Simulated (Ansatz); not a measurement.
F2GeNP (SMILES F[P-][N+]#[Ge][F])

```yaml
atoms:
  - { symbol: F, position_ang: [0.2827, -1.7307, -0.5046] }
  - { symbol: F, position_ang: [0.0451, -0.6323, 4.1079] }
  - { symbol: Ge, position_ang: [-1.3487, -0.4894, 3.0473] }
  - { symbol: N, position_ang: [-0.4168, -0.2778, 1.4858] }
  - { symbol: P, position_ang: [0.1765, -0.2189, 0.0773] }
```

Geometry: PBE0-D3(BJ)/def2-SVP.

Computed with isolated molecule in a Gaussian basis; Kohn-Sham density functional theory, functional PBE0 in Ansatz.

> What can the converged electron density and electron localisation function tell about the bonding?

P–N (1.53 Å): ρ is about 1.8 e/Å³ halfway; the ELF peaks at about 0.85 between the atoms, as expected for a short, strongly polar bond.
Ge–F (1.76 Å): ρ at the midpoint is about 0.93 e/Å³; the ELF peaks at about 0.85 in the valence shell of F, 0.5 Å from its nucleus, and is about 0.25 at the midpoint.
Ge–N (1.83 Å): the density is about 0.92 e/Å³ at the midpoint; the ELF peaks at about 0.90 in the valence shell of N, 0.6 Å from its nucleus, and is about 0.40 at the midpoint.

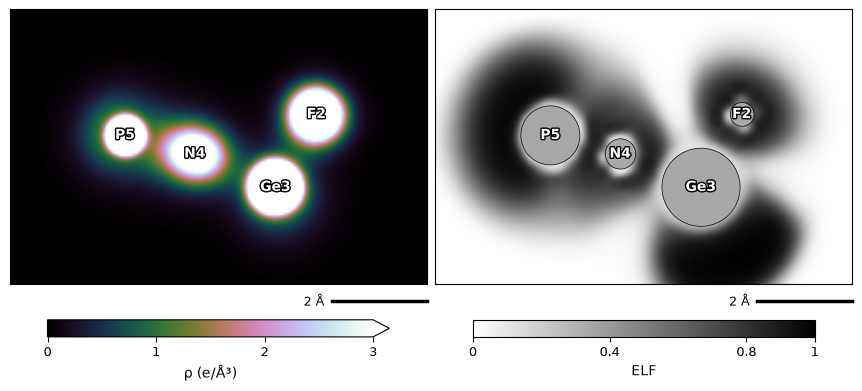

Computed electron density and electron localisation function on the plane of atoms F2, Ge3 and N4, in this order. Grey discs cover the atomic cores in the ELF map. 
